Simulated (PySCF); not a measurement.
Geometry relaxation, with input and output: BeGa (part 1 of 3)

- system: BeGa, multiplicity 2
- method: UHF/def2-svpd, optimize (PySCF 2.14.0)

Figures and captions count atoms from 1; the log counts them from 0 in places.

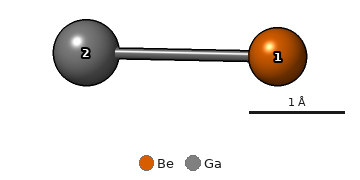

Fig. 1: The input geometry (ball-and-stick view, seen at a tilt; atoms are numbered from 1 in the order of the input). Sticks mark near contacts. Bond lengths as drawn: Be–Ga 2.17 Å.

### The input
```python
from pyscf import gto, scf
from pyscf.geomopt.geometric_solver import optimize

mol = gto.M(
    atom='Be 0 0 0; Ga 0 0 2.165',
    basis='def2-svpd',
    charge=0,
    spin=1,
    verbose=4,
)
mf = scf.UHF(mol)
mf.level_shift = 0.1
mf.kernel()
mol_eq = optimize(mf, maxsteps=30)
print('optimised geometry (angstrom)')
print(mol_eq.tostring('raw'))
print('orbital energies (hartree):', [e[max(0, n-3):n+3].round(4) for e, n in zip(mf.mo_energy, mol.nelec)])
```

Command:
```bash
OMP_NUM_THREADS=1 python input.py
```

### Output
```
PySCF version 2.14.0

[INPUT] verbose = 4
[INPUT] num. atoms = 2
[INPUT] num. electrons = 35
[INPUT] charge = 0
[INPUT] spin (= nelec alpha-beta = 2S) = 1
[INPUT] symmetry False subgroup None
[INPUT] Mole.unit = angstrom
[INPUT] Symbol           X                Y                Z      unit          X                Y                Z       unit  Magmom
[INPUT]  1 Be     0.000000000000   0.000000000000   0.000000000000 AA    0.000000000000   0.000000000000   0.000000000000 Bohr   0.0
[INPUT]  2 Ga     0.000000000000   0.000000000000   2.165000000000 AA    0.000000000000   0.000000000000   4.091257059683 Bohr   0.0

nuclear repulsion = 30.3085330965727
number of shells = 20
number of NR pGTOs = 102
number of NR cGTOs = 50
basis = def2-svpd
ecp = {}

******** <class 'pyscf.scf.uhf.UHF'> ********
method = UHF
initial guess = minao
damping factor = 0
level_shift factor = 0.1
DIIS = <class 'pyscf.scf.diis.CDIIS'>
diis_start_cycle = 1
diis_space = 8
diis_damp = 0
SCF conv_tol = 1e-09
SCF conv_tol_grad = None
SCF max_cycles = 50
direct_scf = True
direct_scf_tol = 1e-13
number electrons alpha = 18  beta = 17
Set gradient conv threshold to 3.16228e-05
init E= -1937.1506742642

WARN: alpha nocc = 18  HOMO 0.0595628576049118 >= LUMO 0.0595628576049153

  beta  nocc = 17  HOMO = -0.180949890475331  LUMO = 0.0595628576049118

WARN: HOMO 0.0595628576049118 >= LUMO 0.0595628576049118

cycle= 1 E= -1937.49171370248  delta_E= -0.341  |g|= 0.107  |ddm|= 0.957
  alpha nocc = 18  HOMO = -0.2374799773635  LUMO = 0.0902974621658945
  beta  nocc = 17  HOMO = -0.283415713637325  LUMO = 0.0804567403476244
  HOMO = -0.237479977363  LUMO = 0.0804567403476  gap/eV = 8.65150
cycle= 2 E= -1937.50828815015  delta_E= -0.0166  |g|= 0.0623  |ddm|= 0.242
  alpha nocc = 18  HOMO = -0.23175879371375  LUMO = 0.0970178745993731
  beta  nocc = 17  HOMO = -0.271534832415346  LUMO = 0.0931212804550374
  HOMO = -0.231758793714  LUMO = 0.093121280455  gap/eV = 8.84044
cycle= 3 E= -1937.51160586114  delta_E= -0.00332  |g|= 0.0249  |ddm|= 0.111
  alpha nocc = 18  HOMO = -0.229728590193065  LUMO = 0.101876298358428
  beta  nocc = 17  HOMO = -0.261726263861216  LUMO = 0.0997969774053316
  HOMO = -0.229728590193  LUMO = 0.0997969774053  gap/eV = 8.96685
cycle= 4 E= -1937.51327545733  delta_E= -0.00167  |g|= 0.0119  |ddm|= 0.105
  alpha nocc = 18  HOMO = -0.23326093519818  LUMO = 0.101506598319025
  beta  nocc = 17  HOMO = -0.260691388709455  LUMO = 0.098075067017422
  HOMO = -0.233260935198  LUMO = 0.0980750670174  gap/eV = 9.01611
cycle= 5 E= -1937.51393832262  delta_E= -0.000663  |g|= 0.00665  |ddm|= 0.07
  alpha nocc = 18  HOMO = -0.233696672054226  LUMO = 0.101272635716104
  beta  nocc = 17  HOMO = -0.260253185470734  LUMO = 0.0974198935814585
  HOMO = -0.233696672054  LUMO = 0.0974198935815  gap/eV = 9.01014
cycle= 6 E= -1937.51427673505  delta_E= -0.000338  |g|= 0.00452  |ddm|= 0.0466
  alpha nocc = 18  HOMO = -0.233649700473412  LUMO = 0.102024231751767
  beta  nocc = 17  HOMO = -0.259217294475124  LUMO = 0.0983845372491499
  HOMO = -0.233649700473  LUMO = 0.0983845372491  gap/eV = 9.03511
cycle= 7 E= -1937.51452605009  delta_E= -0.000249  |g|= 0.00259  |ddm|= 0.0503
  alpha nocc = 18  HOMO = -0.233278954296692  LUMO = 0.102164343857999
  beta  nocc = 17  HOMO = -0.258939048170038  LUMO = 0.0985552120917554
  HOMO = -0.233278954297  LUMO = 0.0985552120918  gap/eV = 9.02967
cycle= 8 E= -1937.5146106162  delta_E= -8.46e-05  |g|= 0.00165  |ddm|= 0.0277
  alpha nocc = 18  HOMO = -0.23271079061419  LUMO = 0.102203859094454
  beta  nocc = 17  HOMO = -0.25882561679706  LUMO = 0.0987723610815405
  HOMO = -0.232710790614  LUMO = 0.0987723610815  gap/eV = 9.02012
cycle= 9 E= -1937.51464790757  delta_E= -3.73e-05  |g|= 0.00119  |ddm|= 0.0202
  alpha nocc = 18  HOMO = -0.232763194789031  LUMO = 0.10224133035977
  beta  nocc = 17  HOMO = -0.258823283495512  LUMO = 0.0988185855949144
  HOMO = -0.232763194789  LUMO = 0.0988185855949  gap/eV = 9.02280
cycle= 10 E= -1937.51465921762  delta_E= -1.13e-05  |g|= 0.00121  |ddm|= 0.00673
  alpha nocc = 18  HOMO = -0.232771665566469  LUMO = 0.102236844647791
  beta  nocc = 17  HOMO = -0.258819179189729  LUMO = 0.0988045753902123
  HOMO = -0.232771665566  LUMO = 0.0988045753902  gap/eV = 9.02265
cycle= 11 E= -1937.51465928913  delta_E= -7.15e-08  |g|= 0.00118  |ddm|= 0.00137
  alpha nocc = 18  HOMO = -0.232726289940301  LUMO = 0.102213857139288
  beta  nocc = 17  HOMO = -0.258774545933858  LUMO = 0.098716254272377
  HOMO = -0.23272628994  LUMO = 0.0987162542724  gap/eV = 9.01901
cycle= 12 E= -1937.51465014462  delta_E= 9.14e-06  |g|= 0.000937  |ddm|= 0.00651
  alpha nocc = 18  HOMO = -0.232694530118501  LUMO = 0.10217377261084
  beta  nocc = 17  HOMO = -0.258745181854576  LUMO = 0.0986867717825892
  HOMO = -0.232694530119  LUMO = 0.0986867717826  gap/eV = 9.01734
cycle= 13 E= -1937.51464444903  delta_E= 5.7e-06  |g|= 0.000643  |ddm|= 0.00725
  alpha nocc = 18  HOMO = -0.232604997883964  LUMO = 0.102153935679749
  beta  nocc = 17  HOMO = -0.258662738712773  LUMO = 0.0985988420616737
  HOMO = -0.232604997884  LUMO = 0.0985988420617  gap/eV = 9.01252
cycle= 14 E= -1937.51464260322  delta_E= 1.85e-06  |g|= 0.000296  |ddm|= 0.00677
  alpha nocc = 18  HOMO = -0.232613500736336  LUMO = 0.102177322594147
  beta  nocc = 17  HOMO = -0.25858613111056  LUMO = 0.098586090633332
  HOMO = -0.232613500736  LUMO = 0.0985860906333  gap/eV = 9.01240
cycle= 15 E= -1937.5146424639  delta_E= 1.39e-07  |g|= 0.000124  |ddm|= 0.00254
  alpha nocc = 18  HOMO = -0.232622043123758  LUMO = 0.102173909244884
  beta  nocc = 17  HOMO = -0.258564549254154  LUMO = 0.0985763774951507
  HOMO = -0.232622043124  LUMO = 0.0985763774952  gap/eV = 9.01237
cycle= 16 E= -1937.51464246757  delta_E= -3.67e-09  |g|= 5.66e-05  |ddm|= 0.000895
  alpha nocc = 18  HOMO = -0.232627041563878  LUMO = 0.102173462098059
  beta  nocc = 17  HOMO = -0.258556144452458  LUMO = 0.0985697774345042
  HOMO = -0.232627041564  LUMO = 0.0985697774345  gap/eV = 9.01232
cycle= 17 E= -1937.51464247095  delta_E= -3.37e-09  |g|= 2.28e-05  |ddm|= 0.000323
  alpha nocc = 18  HOMO = -0.232625236562853  LUMO = 0.102173500694933
  beta  nocc = 17  HOMO = -0.25855806449706  LUMO = 0.098571018280103
  HOMO = -0.232625236563  LUMO = 0.0985710182801  gap/eV = 9.01231
cycle= 18 E= -1937.51464247177  delta_E= -8.24e-10  |g|= 1.11e-05  |ddm|= 0.000137
  alpha nocc = 18  HOMO = -0.232624918258036  LUMO = 0.00217337712734578
  beta  nocc = 17  HOMO = -0.258560003002505  LUMO = -0.00142893991800763
  HOMO = -0.232624918258  LUMO = -0.00142893991801  gap/eV = 6.29116
Extra cycle  E= -1937.51464247214  delta_E= -3.72e-10  |g|= 7.39e-06  |ddm|= 7.97e-05
converged SCF energy = -1937.51464247214  <S^2> = 0.75916179  2S+1 = 2.0091409
Create scanner for <class 'pyscf.grad.uhf.Gradients'>
Create scanner for <class 'pyscf.scf.uhf.UHF'>
input.py

Current date and time:

#|     Arguments passed to driver run_optimizer():      |#
customengine              <pyscf.geomopt.geometric_solver.PySCFEngine object>
logIni                    [file]
maxiter                   30
----------------------------------------------------------
Custom engine selected.
Bonds will be generated from interatomic distances less than 1.20 times sum of covalent radii
6 internal coordinates being used (instead of 6 Cartesians)
Internal coordinate system (atoms numbered from 1):
Distance 1-2
Translation-X 1-2
Translation-Y 1-2
Translation-Z 1-2
Rotation-A 1-2
Rotation-B 1-2
Rotation-C 1-2
<class 'geometric.internal.Distance'> : 1
<class 'geometric.internal.TranslationX'> : 1
<class 'geometric.internal.TranslationY'> : 1
<class 'geometric.internal.TranslationZ'> : 1
<class 'geometric.internal.RotationA'> : 1
<class 'geometric.internal.RotationB'> : 1
<class 'geometric.internal.RotationC'> : 1
> ===== Optimization Info: ====
> Job type: Energy minimization
> Maximum number of optimization cycles: 30
> Initial / maximum trust radius (Angstrom): 0.100 / 0.300
> Convergence Criteria:
> Will converge when all 5 criteria are reached:
>  |Delta-E| < 1.00e-06
>  RMS-Grad  < 3.00e-04
>  Max-Grad  < 4.50e-04
>  RMS-Disp  < 1.20e-03
>  Max-Disp  < 1.80e-03
> === End Optimization Info ===

Geometry optimization cycle 1
Cartesian coordinates (Angstrom)
 Atom        New coordinates             dX        dY        dZ
  Be   0.000000   0.000000   0.000000    0.000000  0.000000  0.000000
  Ga   0.000000   0.000000   2.165000    0.000000  0.000000  0.000000

WARN: Mole.unit (angstrom) is changed to Bohr

New geometry
   1 Be     0.000000000000   0.000000000000   0.000000000000 AA    0.000000000000   0.000000000000   0.000000000000 Bohr
   2 Ga     0.000000000000   0.000000000000   2.165000000000 AA    0.000000000000   0.000000000000   4.091257059683 Bohr

******** <class 'pyscf.scf.hf.UHF_Scanner'> ********
method = UHF_Scanner
initial guess = minao
damping factor = 0
level_shift factor = 0.1
DIIS = <class 'pyscf.scf.diis.CDIIS'>
diis_start_cycle = 1
diis_space = 8
diis_damp = 0
SCF conv_tol = 1e-09
SCF conv_tol_grad = None
SCF max_cycles = 50
direct_scf = True
direct_scf_tol = 1e-13
number electrons alpha = 18  beta = 17
Set gradient conv threshold to 3.16228e-05
init E= -1937.51464247214
  alpha nocc = 18  HOMO = -0.232624936441283  LUMO = 0.10217326293175
  beta  nocc = 17  HOMO = -0.258561198883612  LUMO = 0.0985712561667325
  HOMO = -0.232624936441  LUMO = 0.0985712561667  gap/eV = 9.01231
cycle= 1 E= -1937.51464247231  delta_E= -1.63e-10  |g|= 6e-06  |ddm|= 3.03e-05
  alpha nocc = 18  HOMO = -0.232624932441443  LUMO = 0.00217325805095614
  beta  nocc = 17  HOMO = -0.258561844654171  LUMO = -0.00142864305638302
  HOMO = -0.232624932441  LUMO = -0.00142864305638  gap/eV = 6.29117
Extra cycle  E= -1937.51464247247  delta_E= -1.61e-10  |g|= 5.46e-06  |ddm|= 3.02e-05
converged SCF energy = -1937.51464247247  <S^2> = 0.75915994  2S+1 = 2.0091391

******** <class 'pyscf.grad.rhf.Gradients_Scanner'> for <class 'pyscf.scf.hf.UHF_Scanner'> ********
unit = Eh/Bohr
--------------- UHF_Scanner gradients ---------------
         x                y                z
0 Be     0.0000000000    -0.0000000000     0.0391444945
1 Ga    -0.0000000000     0.0000000000    -0.0391444945
----------------------------------------------
cycle 1: E = -1937.51464247  dE = -1937.51  norm(grad) = 0.0553587
Step    0 : Gradient = 3.914e-02/3.914e-02 (rms/max) Energy = -1937.5146424725
Hessian Eigenvalues: 5.00000e-02 5.00000e-02 5.00000e-02 ... 5.00000e-02 5.00000e-02 1.02241e-01

Geometry optimization cycle 2
Cartesian coordinates (Angstrom)
 Atom        New coordinates             dX        dY        dZ
  Be  -0.000000   0.000000  -0.101301   -0.000000  0.000000 -0.101301
  Ga   0.000000  -0.000000   2.266301    0.000000 -0.000000  0.101301
New geometry
   1 Be    -0.000000000000   0.000000000000  -0.101301390954 AA   -0.000000000000   0.000000000000  -0.191431884941 Bohr
   2 Ga     0.000000000000  -0.000000000000   2.266301390953 AA    0.000000000000  -0.000000000000   4.282688944623 Bohr

******** <class 'pyscf.scf.hf.UHF_Scanner'> ********
method = UHF_Scanner
initial guess = minao
damping factor = 0
level_shift factor = 0.1
DIIS = <class 'pyscf.scf.diis.CDIIS'>
diis_start_cycle = 1
diis_space = 8
diis_damp = 0
SCF conv_tol = 1e-09
SCF conv_tol_grad = None
SCF max_cycles = 50
direct_scf = True
direct_scf_tol = 1e-13
number electrons alpha = 18  beta = 17
Set gradient conv threshold to 3.16228e-05
init E= -1937.50682695695
  alpha nocc = 18  HOMO = -0.215491091855974  LUMO = 0.0993545770024782
  beta  nocc = 17  HOMO = -0.279008636762661  LUMO = 0.0895110169232991
  HOMO = -0.215491091856  LUMO = 0.0895110169233  gap/eV = 8.29953
cycle= 1 E= -1937.52313206561  delta_E= -0.0163  |g|= 0.0148  |ddm|= 0.111
  alpha nocc = 18  HOMO = -0.216775640352447  LUMO = 0.108054960376036
  beta  nocc = 17  HOMO = -0.263708077781615  LUMO = 0.0999761802332979
  HOMO = -0.216775640352  LUMO = 0.0999761802333  gap/eV = 8.61926
cycle= 2 E= -1937.5235525935  delta_E= -0.000421  |g|= 0.00648  |ddm|= 0.0338
  alpha nocc = 18  HOMO = -0.218689473932447  LUMO = 0.106167536305029
  beta  nocc = 17  HOMO = -0.266741179792466  LUMO = 0.0985757327170562
  HOMO = -0.218689473932  LUMO = 0.0985757327171  gap/eV = 8.63323
cycle= 3 E= -1937.52369960654  delta_E= -0.000147  |g|= 0.00446  |ddm|= 0.0214
  alpha nocc = 18  HOMO = -0.218921891520612  LUMO = 0.105880720859009
  beta  nocc = 17  HOMO = -0.267853156991596  LUMO = 0.0986833419040596
  HOMO = -0.218921891521  LUMO = 0.0986833419041  gap/eV = 8.64248
cycle= 4 E= -1937.52380670762  delta_E= -0.000107  |g|= 0.00365  |ddm|= 0.0196
  alpha nocc = 18  HOMO = -0.218931537317971  LUMO = 0.105890881797976
  beta  nocc = 17  HOMO = -0.268386658942723  LUMO = 0.0988074001721158
  HOMO = -0.218931537318  LUMO = 0.0988074001721  gap/eV = 8.64612
cycle= 5 E= -1937.52388960843  delta_E= -8.29e-05  |g|= 0.00309  |ddm|= 0.0169
  alpha nocc = 18  HOMO = -0.219239267912506  LUMO = 0.105816290658052
  beta  nocc = 17  HOMO = -0.269110982723256  LUMO = 0.0986627513135923
  HOMO = -0.219239267913  LUMO = 0.0986627513136  gap/eV = 8.65055
cycle= 6 E= -1937.5240044493  delta_E= -0.000115  |g|= 0.00283  |ddm|= 0.0255
  alpha nocc = 18  HOMO = -0.21941027221937  LUMO = 0.105749088684918
  beta  nocc = 17  HOMO = -0.269245036277434  LUMO = 0.0986017643076655
  HOMO = -0.219410272219  LUMO = 0.0986017643077  gap/eV = 8.65355
cycle= 7 E= -1937.52405637314  delta_E= -5.19e-05  |g|= 0.00292  |ddm|= 0.011
  alpha nocc = 18  HOMO = -0.219384504961535  LUMO = 0.105796904938636
  beta  nocc = 17  HOMO = -0.269252589589831  LUMO = 0.0987494868597785
  HOMO = -0.219384504962  LUMO = 0.0987494868598  gap/eV = 8.65687
cycle= 8 E= -1937.5240399894  delta_E= 1.64e-05  |g|= 0.00277  |ddm|= 0.0047
  alpha nocc = 18  HOMO = -0.219560887925593  LUMO = 0.10580280711436
  beta  nocc = 17  HOMO = -0.269715376647956  LUMO = 0.0988545796870159
  HOMO = -0.219560887926  LUMO = 0.098854579687  gap/eV = 8.66453
cycle= 9 E= -1937.52399786165  delta_E= 4.21e-05  |g|= 0.00196  |ddm|= 0.0254
  alpha nocc = 18  HOMO = -0.219777869534052  LUMO = 0.105839526985998
  beta  nocc = 17  HOMO = -0.269632065827502  LUMO = 0.0988072707038197
  HOMO = -0.219777869534  LUMO = 0.0988072707038  gap/eV = 8.66914
cycle= 10 E= -1937.52399768105  delta_E= 1.81e-07  |g|= 0.00134  |ddm|= 0.0173
  alpha nocc = 18  HOMO = -0.220230999594026  LUMO = 0.105695176099795
  beta  nocc = 17  HOMO = -0.269732937413188  LUMO = 0.0986676938788951
  HOMO = -0.220230999594  LUMO = 0.0986676938789  gap/eV = 8.67768
cycle= 11 E= -1937.52400759057  delta_E= -9.91e-06  |g|= 0.000598  |ddm|= 0.0188
  alpha nocc = 18  HOMO = -0.220169884414717  LUMO = 0.105684070490582
  beta  nocc = 17  HOMO = -0.269691546155833  LUMO = 0.098682176810255
  HOMO = -0.220169884415  LUMO = 0.0986821768103  gap/eV = 8.67641
cycle= 12 E= -1937.52400911806  delta_E= -1.53e-06  |g|= 0.000252  |ddm|= 0.00555
  alpha nocc = 18  HOMO = -0.220207116829142  LUMO = 0.10569323317867
  beta  nocc = 17  HOMO = -0.269729233641903  LUMO = 0.0986907031582747
  HOMO = -0.220207116829  LUMO = 0.0986907031583  gap/eV = 8.67765
cycle= 13 E= -1937.52400940304  delta_E= -2.85e-07  |g|= 0.000101  |ddm|= 0.00238
  alpha nocc = 18  HOMO = -0.220192179219642  LUMO = 0.105693828640596
  beta  nocc = 17  HOMO = -0.269729959412095  LUMO = 0.0986960187688117
  HOMO = -0.22019217922  LUMO = 0.0986960187688  gap/eV = 8.67739
cycle= 14 E= -1937.52400943978  delta_E= -3.67e-08  |g|= 3.64e-05  |ddm|= 0.00068
  alpha nocc = 18  HOMO = -0.220189367236669  LUMO = 0.105694628892238
  beta  nocc = 17  HOMO = -0.269741477157723  LUMO = 0.0987007444125902
  HOMO = -0.220189367237  LUMO = 0.0987007444126  gap/eV = 8.67744
cycle= 15 E= -1937.52400944481  delta_E= -5.03e-09  |g|= 1.34e-05  |ddm|= 0.000228
  alpha nocc = 18  HOMO = -0.220191786221712  LUMO = 0.10569435344083
  beta  nocc = 17  HOMO = -0.269740991366378  LUMO = 0.0987009894276518
  HOMO = -0.220191786222  LUMO = 0.0987009894277  gap/eV = 8.67751
cycle= 16 E= -1937.5240094456  delta_E= -7.84e-10  |g|= 6.05e-06  |ddm|= 9.22e-05
  alpha nocc = 18  HOMO = -0.220191398656645  LUMO = 0.00569454669182212
  beta  nocc = 17  HOMO = -0.269741415131903  LUMO = -0.0012988745289495
  HOMO = -0.220191398657  LUMO = -0.00129887452895  gap/eV = 5.95637
Extra cycle  E= -1937.52400944573  delta_E= -1.29e-10  |g|= 4.3e-06  |ddm|= 3.15e-05
converged SCF energy = -1937.52400944573  <S^2> = 0.75879345  2S+1 = 2.0087742

******** <class 'pyscf.grad.rhf.Gradients_Scanner'> for <class 'pyscf.scf.hf.UHF_Scanner'> ********
unit = Eh/Bohr
--------------- UHF_Scanner gradients ---------------
         x                y                z
0 Be     0.0000000000     0.0000000000     0.0134555771
1 Ga    -0.0000000000    -0.0000000000    -0.0134555771
----------------------------------------------
cycle 2: E = -1937.52400945  dE = -0.00936697  norm(grad) = 0.0190291
Step    1 : Displace = 1.013e-01/1.013e-01 (rms/max) Trust = 1.000e-01 (=) Grad = 1.346e-02/1.346e-02 (rms/max) E (change) = -1937.5240094457 (-9.367e-03) Quality = 1.250
Hessian Eigenvalues: 5.00000e-02 5.00000e-02 5.00000e-02 ... 5.00000e-02 5.00000e-02 6.70968e-02

Geometry optimization cycle 3
Cartesian coordinates (Angstrom)
 Atom        New coordinates             dX        dY        dZ
  Be  -0.000000  -0.000000  -0.154362   -0.000000 -0.000000 -0.053061
  Ga   0.000000   0.000000   2.319362    0.000000  0.000000  0.053061
New geometry
   1 Be    -0.000000000000  -0.000000000000  -0.154361964213 AA   -0.000000000000  -0.000000000000  -0.291701836412 Bohr
   2 Ga     0.000000000000   0.000000000000   2.319361964208 AA    0.000000000000   0.000000000000   4.382958896086 Bohr
```
